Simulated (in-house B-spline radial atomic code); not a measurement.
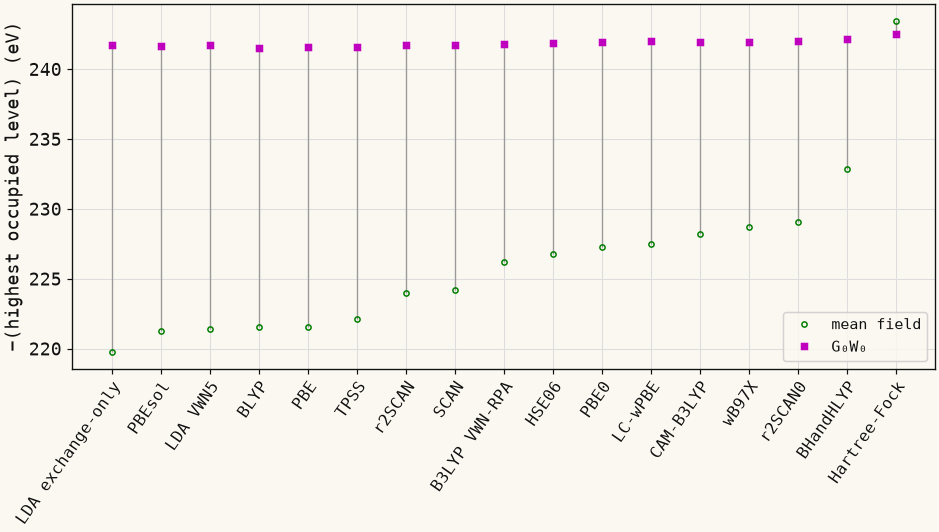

Binding energy of the highest level (2p↑) of an atom or ion with the configuration [He] 2s² 2p³, on 17 mean-field starts and after G₀W₀. All-electron spherical atom, non-relativistic, no spin-orbit coupling, Breit or QED terms; computed with a B-spline radial code.

> Which atom or ion is it?

Al VII (Al⁶⁺). The mean-field values spread from 219.74 eV (LDA exchange-only) to 243.45 eV (Hartree-Fock); after G₀W₀ they lie between 241.52 eV (BLYP) and 242.52 eV (Hartree-Fock), so the spread shrinks from 23.71 to 0.99 eV.
